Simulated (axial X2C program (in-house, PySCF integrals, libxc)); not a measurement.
# Linear WCN⁻ at several levels

How do method and spin–orbit coupling move the bonds and stretches of WCN⁻, held linear?

Method: all-electron X2C, two-component (2c) or spin-free, W dyall-v3z, C dyall-v3z, N dyall-av3z; program: an in-house X2C program for linear molecules on PySCF integrals.

All values are calculated.

2 further runs of the same task are left out: 2 set aside as unsound or not needed.

## (1) Set-up

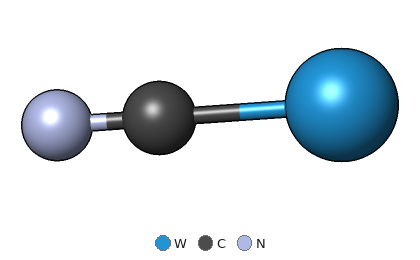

The atoms on one line, bonds 2.070 and 1.160 Å (tungsten blue, carbon dark grey, nitrogen light blue).

task.json reads:

```json
{"zs": [74, 6, 7], "q": -1, "bas": ["dyall-v3z", "dyall-v3z", "dyall-av3z"], "r0": [2.07, 1.16], "symm": 0, "scan": ["PBE0", "HF", "BHandHLYP"], "levels": ["PBE0", "HF", "r2SCAN"], "nst": 2}
```

Keys: zs atomic numbers; q charge; bas basis sets; r0 starting distance in Å; symm equal bonds; scan levels of the two-bond scan; levels methods; nst determinants followed.

Launch:

```console
python solin.py task.json out
```

Masses W 183.951, C 12.000, N 14.003 u.

## (2) Scan at PBE0, 2c

State: Ω = 2 (beyond evenly filled blocks: ω = -1/2, ω = 5/2). Energies above the lowest point, from the job's result record:

| r(W–C) (Å) | r(C–N) (Å) | E (meV) |
| --- | --- | --- |
| 1.9997 | 1.1417 | 68.00 |
| 1.9997 | 1.1710 | 16.43 |
| 1.9997 | 1.2003 | 55.29 |
| 2.0510 | 1.1417 | 43.99 |
| 2.0510 | 1.1710 | 0.00 |
| 2.0510 | 1.2003 | 47.00 |
| 2.0510 | 1.2296 | 168.17 |
| 2.1023 | 1.1417 | 55.32 |
| 2.1023 | 1.1710 | 17.50 |
| 2.1023 | 1.2003 | 71.15 |
| 2.1536 | 1.1710 | 61.41 |
| 2.1536 | 1.2296 | 254.57 |

A quadratic surface with cubic terms in each bond gives the minimum at 2.048 and 1.170 Å, force constants 2.07, 17 and coupling 0.71 mdyn/Å.

## (3) Scan at BHandHLYP, 2c

State: Ω = 2 (beyond evenly filled blocks: ω = -1/2, ω = 5/2). Energies above the lowest point, from the job's result record:

| r(W–C) (Å) | r(C–N) (Å) | E (meV) |
| --- | --- | --- |
| 1.9997 | 1.1417 | 70.39 |
| 1.9997 | 1.1710 | 63.97 |
| 1.9997 | 1.2003 | 146.52 |
| 2.0510 | 1.1417 | 16.56 |
| 2.0510 | 1.1710 | 17.98 |
| 2.0510 | 1.2003 | 109.30 |
| 2.0510 | 1.2296 | 273.07 |
| 2.1023 | 1.1417 | 0.00 |
| 2.1023 | 1.1710 | 7.59 |
| 2.1023 | 1.2003 | 105.86 |
| 2.1536 | 1.1710 | 25.45 |
| 2.1536 | 1.2296 | 306.93 |

A quadratic surface with cubic terms in each bond gives the minimum at 2.101 and 1.154 Å, force constants 1.67, 18.5 and coupling 0.75 mdyn/Å.

## (4) Scan at PBE0, spin-free

State: M_S = 2, Λ = 0 (beyond evenly filled blocks: π+α, π-α, δ+α, δ-α). Energies above the lowest point, from the job's result record:

| r(W–C) (Å) | r(C–N) (Å) | E (meV) |
| --- | --- | --- |
| 1.9997 | 1.1417 | 68.79 |
| 1.9997 | 1.1710 | 16.79 |
| 1.9997 | 1.2003 | 55.16 |
| 2.0510 | 1.1417 | 44.30 |
| 2.0510 | 1.1710 | 0.00 |
| 2.0510 | 1.2003 | 46.65 |
| 2.0510 | 1.2296 | 167.41 |
| 2.1023 | 1.1417 | 55.48 |
| 2.1023 | 1.1710 | 17.44 |
| 2.1023 | 1.2003 | 70.84 |
| 2.1536 | 1.1710 | 61.51 |
| 2.1536 | 1.2296 | 254.30 |

A quadratic surface with cubic terms in each bond gives the minimum at 2.049 and 1.170 Å, force constants 2.09, 17 and coupling 0.72 mdyn/Å.

## (5) Comparison

| level | r(W–C) (Å) | r(C–N) (Å) | lower stretch (cm⁻¹) | upper stretch (cm⁻¹) |
| --- | --- | --- | --- | --- |
| PBE0, 2c | 2.048 | 1.170 | 391.8 | 2104.6 |
| BHandHLYP, 2c | 2.101 | 1.154 | 353.0 | 2185.4 |
| PBE0, spin-free | 2.049 | 1.170 | 393.3 | 2102.9 |
| BHandHLYP, spin-free | 2.100 | 1.154 | 354.8 | 2183.2 |

Scans not shown above were run alike.

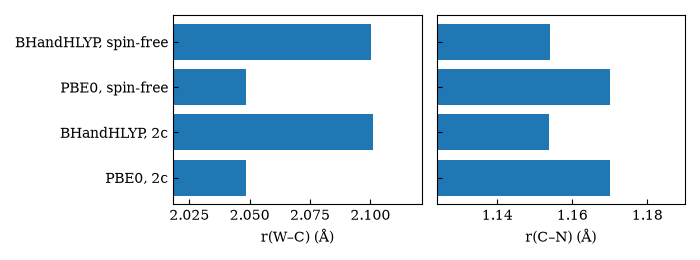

The two bond lengths by level.

What this shows: Over the levels the W–C bond spans 2.048 to 2.101 Å and the C–N bond 1.154 to 1.170 Å. At PBE0 spin–orbit coupling leaves both bonds unchanged to 0.001 Å. Each state is one determinant, the lowest of a limited PBE0 search; the stretches come from a fit to few points and are good to some per cent at best. For an anion the highest level of a functional can be positive, and the basis then holds the extra electron. The molecule was held linear; bending was not examined, so a bent shape may lie lower. Open-shell Ω = 0 determinants with evenly filled partner blocks cannot be reached by this program, so the Ω shown need not be the lowest component. Note: several unpaired electrons, one determinant need not be a pure state.
